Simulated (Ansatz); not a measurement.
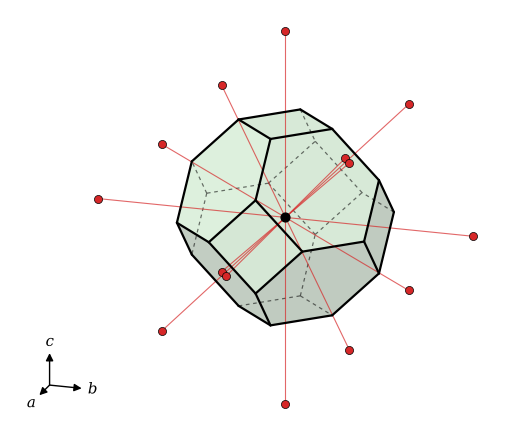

Crystal: Fe, the input geometry of an electronic-structure calculation (not necessarily at equilibrium). The Wigner–Seitz cell of the crystal's lattice, with lines to the lattice points that define its faces. Symmetry computed with spglib at a tolerance of 0.002 Å; standard conventional cell.

a = 2.861 Å, b = 2.861 Å, c = 2.861 Å, α = 90.00°, β = 90.00°, γ = 90.00°; space group Im-3m, No. 229.

Which of Fedorov's five parallelohedra is it?

Answer. A truncated octahedron: 14 faces (6 with 4 edges, 8 with 6 edges), 36 edges, 24 vertices. Its volume is that of the primitive cell, 11.7 Å³.

Which lattice vectors do the faces bisect?

Answer.
```csv
example,length (Å),faces,edges of each,area (Å²)
1/2 a + 1/2 b + 1/2 c,2.48,8,6,2.7
a,2.86,6,4,1.0
```
